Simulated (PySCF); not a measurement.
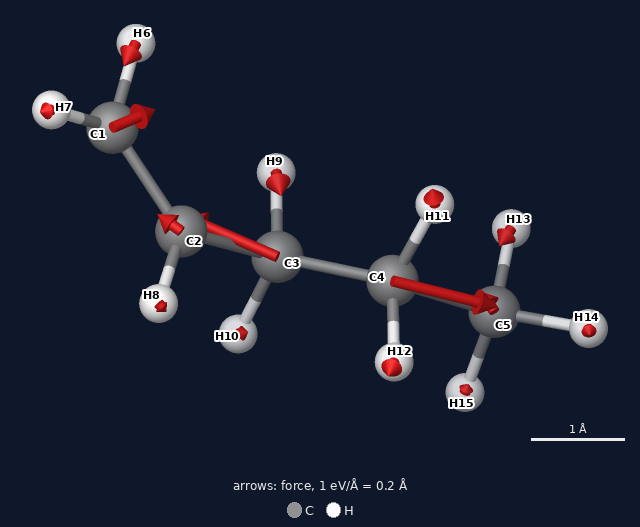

Starting geometry of C₅H₁₀ with the computed forces as red arrows. Style: ball-and-stick. Shown from a free direction.

The start comes from MMFF94s. Its atoms were then displaced at random by about 0.03 Å.

Method: PBE0-D3(BJ)/def2-SVP geometry optimisation, gas phase (PySCF 2.14.0, density-fitted response routines). 

What follows when this structure is relaxed?

Answer. It isn't relaxed: the largest force vector, on C4, is 6.30 eV/Å. The final displacements follow the starting forces only in part (cosine between the two patterns 0.62). The energy falls by 0.827 eV in 6 geometry steps. The largest move after the best rigid fit is that of H6, 0.13 Å. Largest moves by element: H 0.13 Å, C 0.12 Å. Some distances before and after: C3–C4 1.407 → 1.528 Å, C4–C5 1.615 → 1.520 Å, C3–H9 1.169 → 1.104 Å, C1–H6 1.153 → 1.095 Å. Bond angles that change, for instance: C5–C4–H11 101.8° → 110.0°, C4–C3–H10 115.9° → 108.6°, C5–C4–H12 102.8° → 109.7°.
